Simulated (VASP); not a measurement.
Band structure of BN (space group P6_3/mmc). These are PBE GGA, VASP's PBE PAW potentials (set 64) (plane waves; VASP) values and carry that method's errors.

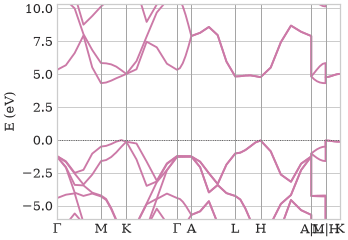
Figure. Bands along high-symmetry lines, zero at the valence-band maximum or, without a gap, the Fermi level

Task: Read the plot: is there a gap, and where are the band edges?

Result: The gap is indirect, 4.31 eV, from the valence maximum at (0.30, 0.30, 0.00) to the conduction minimum at M.

The structure is a typed BN crystal (P6_3/mmc). The cell was not relaxed at this level.
